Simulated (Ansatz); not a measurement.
C2H2NO: several calculations on one system

**1. Relaxation**

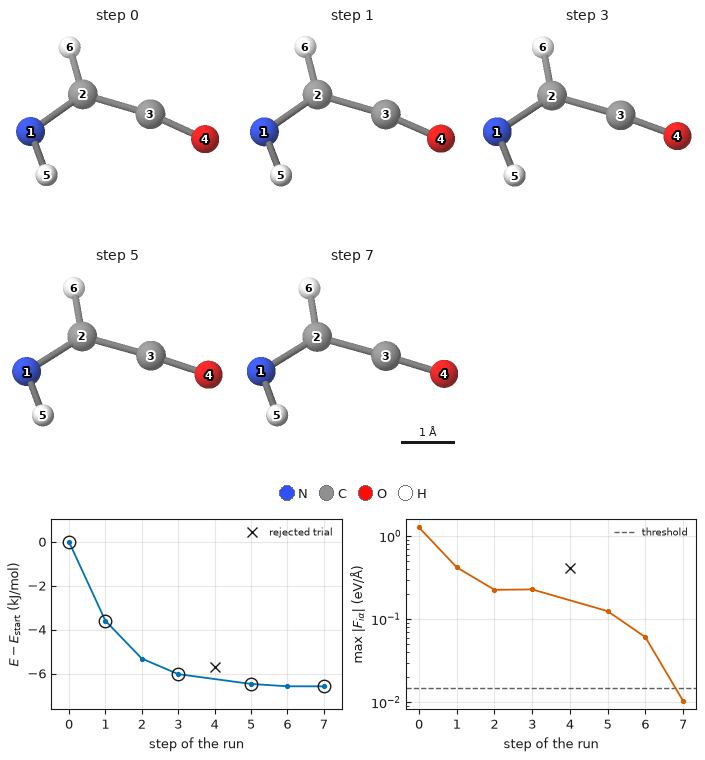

Frames of a relaxation of C2H2NO (multiplicity 2), marked on the history of the run. A ball-and-stick model, seen at a tilt.

The run prepares an end point of a later path (torsion) calculation, from a guessed geometry.

Computed with Ansatz 0.2.0, UKS PBE0-D4/def2-SVP.

Input file:
```yaml
crystal:
  periodic: [false, false, false]
  atoms:
    - { symbol: "N", position_ang: [-0.88148, 0.95308, -0.24534] }
    - { symbol: C, position_ang: [0.30059, 0.47854, 0.08871] }
    - { symbol: C, position_ang: [0.52843, -0.8444, 0.1453] }
    - { symbol: O, position_ang: [0.54036, -2.00897, 0.1423] }
    - { symbol: H, position_ang: [-1.57193, 0.23313, -0.44789] }
    - { symbol: H, position_ang: [1.08403, 1.18863, 0.31693] }
magnetization:
  spin_polarized: true
  initial_magnetization: 1
basis:
  gaussian: { orbitals: def2-SVP }
hamiltonian:
  xc: pbe0
  dispersion: d4
relax:
  f_tol: 0.015
  max_steps: 40
```

Launched with:
```bash
ansatz run input.yaml --threads 1 --pin off --max-ram 2048MiB --backend cpu --events-out ev --progress --plain --runs-dir out
```

What happens along the run?

The atom that moves furthest after the best rigid fit is O4 (0.15 Å). By element the largest moves are O 0.15 Å, H 0.09 Å, N 0.08 Å, C 0.06 Å. Among the contacts that change: N1–C2 1.317 → 1.335 Å, C2–H6 1.082 → 1.100 Å, C2–C3 1.344 → 1.361 Å, N1–H5 1.018 → 1.026 Å. Bond angles that change, for instance: C2–C3–O4 170.5° → 178.3°, C3–C2–H6 121.0° → 114.5°, N1–C2–C3 121.2° → 126.0°. The energy falls by 6.58 kJ/mol in 6 accepted moves (7 points after the start). The largest force component goes from 1.3 to 0.01 eV/Å. The line search rejected the trial step at point 4 of the run. The run took 17 s on 1 thread of Intel(R) Xeon(R) Platinum 8488C (Sapphire Rapids) (shared host), peak memory 0.17 GiB. From step 0 to 1: N1 moves most (0.02 Å), energy −3.60 kJ/mol. From step 1 to 3: O4 moves most (0.06 Å), energy −2.43 kJ/mol. From step 3 to 5: O4 moves most (0.04 Å), energy −0.45 kJ/mol. From step 5 to 7: O4 moves most (0.02 Å), energy −0.11 kJ/mol.

**2. Relaxation**

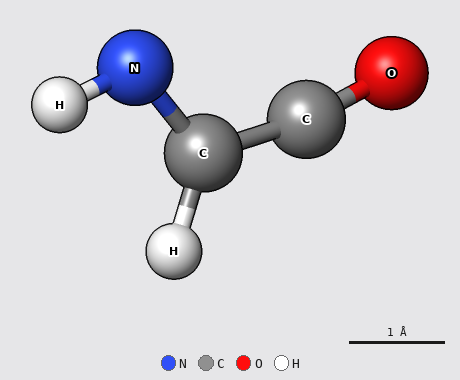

C$_{2}$H$_{2}$NO (multiplicity 2), before the relaxation. A ball-and-stick model, seen at a tilt.

The run prepares an end point of a later path (torsion) calculation, from a guessed geometry.

Computed with UKS PBE0-D4/def2-SVP (Ansatz).

The input:
```yaml
crystal:
  periodic: [false, false, false]
  atoms:
    - { symbol: "N", position_ang: [-0.88148, 0.95308, -0.24534] }
    - { symbol: C, position_ang: [0.30059, 0.47854, 0.08871] }
    - { symbol: C, position_ang: [1.3216, 1.30013, 0.38504] }
    - { symbol: O, position_ang: [2.08096, 2.15507, 0.60601] }
    - { symbol: H, position_ang: [-1.57193, 0.23313, -0.44789] }
    - { symbol: H, position_ang: [0.42426, -0.59571, 0.11684] }
magnetization:
  spin_polarized: true
  initial_magnetization: 1
basis:
  gaussian: { orbitals: def2-SVP }
hamiltonian:
  xc: pbe0
  dispersion: d4
relax:
  f_tol: 0.015
  max_steps: 40
```

Run as
```bash
ansatz run input.yaml --threads 1 --pin off --max-ram 2048MiB --backend cpu --events-out ev --progress --plain --runs-dir out
```

> Where does the relaxation end?

The largest move after the best rigid fit is that of O4, 0.16 Å. By element the largest moves are O 0.16 Å, H 0.13 Å, N 0.10 Å, C 0.08 Å. Near-neighbour distances that change, for instance: C2–H6 1.082 → 1.104 Å, C2–C3 1.344 → 1.363 Å, N1–C2 1.317 → 1.332 Å, C3–O4 1.165 → 1.158 Å. Among the angles between lasting bonds that change: C3–C2–H6 121.0° → 111.3°, N1–C2–H6 117.8° → 126.3°, C2–C3–O4 170.5° → 177.2°. After 7 geometry steps the energy has fallen by 18.1 kJ/mol. The largest force component goes from 1.7 to 0.0086 eV/Å. The run took 18 s on 1 thread of Intel(R) Xeon(R) Platinum 8488C (Sapphire Rapids) (shared host), peak memory 0.17 GiB.

Step by step:

| step | E − E(0), kJ/mol | largest force component, eV/Å |
| --- | --- | --- |
| 0 | 0.00 | 1.6505 |
| 1 | -10.42 | 0.9246 |
| 2 | -16.37 | 0.4744 |
| 3 | -17.10 | 0.2357 |
| 4 | -17.78 | 0.2980 |
| 5 | -17.98 | 0.2005 |
| 6 | -18.10 | 0.0229 |
| 7 | -18.11 | 0.0086 |

Final geometry:

```xyz
6

N    -0.9730    0.9753   -0.2717
C     0.2338    0.5261    0.0695
C     1.2670    1.3633    0.3697
O     2.1779    2.0286    0.6333
H    -1.5699    0.1634   -0.4471
H     0.5383   -0.5325    0.1498
```

The end point in the same view:

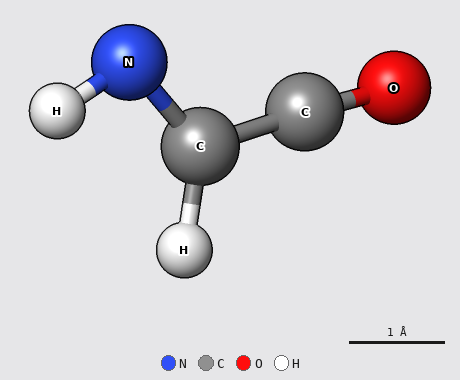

**3. Path**

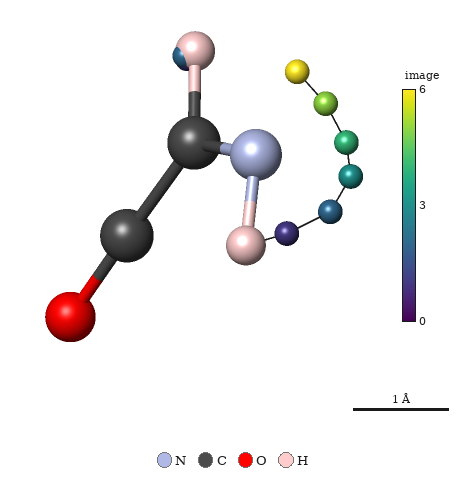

A nudged-elastic-band calculation for C₂H₂NO (multiplicity 2). Images are numbered from 0 (start) to 6 (end). The start is drawn whole; smaller spheres mark the moving atoms (H) in the later images, joined by lines and coloured by the number of the image. A ball-and-stick model, seen from a free direction.

All numbers below come from Ansatz, UKS PBE0-D4/def2-SVP. Set-up: 5 movable images; climbing image; force threshold 0.05 eV/Å; iteration limit 60; starting path by image-dependent pair potential.

Question: What moves, how far, and at what cost in energy?

Answer: The motion is a rotation about the C–N bond by about 180°, with a turn of about 180° about C–C. No bond forms or breaks between the ends. Bond angles that change up to the highest image, for instance: C–N–H 110.2° → 107.2°, N–C–H 119.6° → 117.4°. The two ends have nearly the same energy, and the highest point, image 3, lies 1.05 eV above the start. The band is converged.

The run took 88 s on 1 thread of Intel(R) Xeon(R) Platinum 8488C (Sapphire Rapids), with other jobs on the host, peak memory 0.17 GiB.
